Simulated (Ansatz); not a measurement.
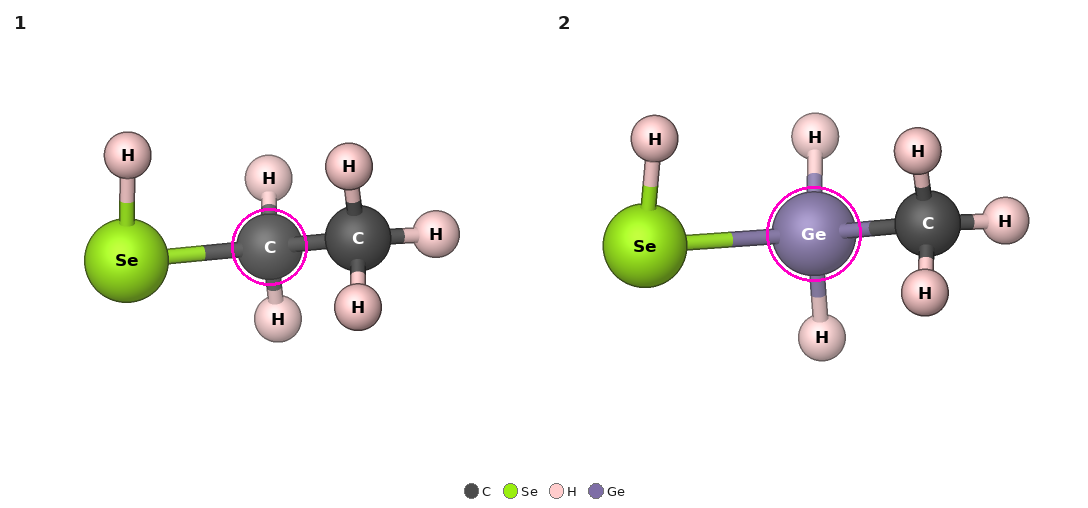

2 molecules with one skeleton, seen from the same side and at one scale; the atom that differs is circled. Charge 0, singlet. Computed geometries: PBE0-D4/def2-TZVP optimisations, one conformation each. Properties computed with Ansatz 0.2.0.

One atom differs, called X below: C in panel 1, Ge in panel 2. Their formulas are C2H6Se (`CC[SeH]`), CH6GeSe (`[CH3][GeH2][SeH]`).

> In which is the HOMO energy (Kohn–Sham orbital) higher (B3LYP-D4/def2-TZVPP)?

In panel 1 (X = C).

> In which is the dipole moment larger (B3LYP-D4/def2-TZVPP)?

In panel 2 (X = Ge).

Give the values. With PBE0-D4/def2-TZVP: length of X–C (Å), mean length of X–H (Å), length of X–Se (Å), angle C–X–Se (°). With B3LYP-D4/def2-TZVPP: dipole moment (D), HOMO energy (Kohn–Sham orbital) (eV), HOMO–LUMO gap (eV).

| quantity | 1 (C) | 2 (Ge) | 2 − 1 |
| --- | --- | --- | --- |
| length of X–C (Å) | 1.512 | 1.949 | +0.437 |
| mean length of X–H (Å) | 1.091 | 1.539 | +0.448 |
| length of X–Se (Å) | 1.958 | 2.363 | +0.405 |
| angle C–X–Se (°) | 114.0 | 110.8 | −3.2 |
| dipole moment (D) | 1.55 | 1.75 | +0.20 |
| HOMO energy (Kohn–Sham orbital) (eV) | −6.24 | −6.56 | −0.32 |
| HOMO–LUMO gap (eV) | 6.10 | 6.30 | +0.20 |
